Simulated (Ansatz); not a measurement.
Cell of In2O3-ML on In2O3-ML (facing O atop O, which symmetry holds and which is mostly a maximum against sliding; In2O3-ML a predicted or substrate-bound sheet, here free), with its geometry taken from a PBE+D3(BJ) run:

```
CELL_PARAMETERS angstrom
      3.40482     0.00000     0.00000
     -1.70241     2.94866     0.00000
      0.00000     0.00000    31.64800
ATOMIC_POSITIONS crystal
  O  0.33333 0.66667 0.29510
  In 0.66667 0.33333 0.31860
  O  0.66667 0.33333 0.38259
  In 0.00000 0.00000 0.42413
  O  0.33333 0.66667 0.44968
  O  0.33333 0.66667 0.54901
  In 0.66667 0.33333 0.57139
  O  0.66667 0.33333 0.63544
  In 0.00000 0.00000 0.67699
  O  0.33333 0.66667 0.70208
```

Calculation: r2SCAN (plane waves to 500 eV, PAW; Ansatz, a quantum-chemistry and plane-wave program). No spin–orbit coupling. Its k-point mesh 9×9×1, Fermi–Dirac width 0.01 eV. A dipole correction is on.

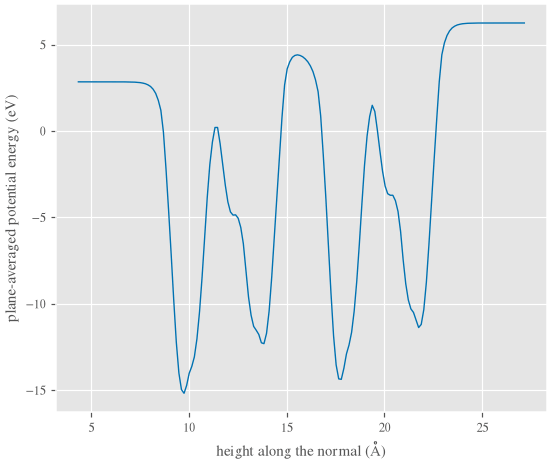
*Smooth (PAW) electrostatic potential energy of an electron, averaged over planes, about its mean*

The curve spans 21.4 eV over the stretch drawn.
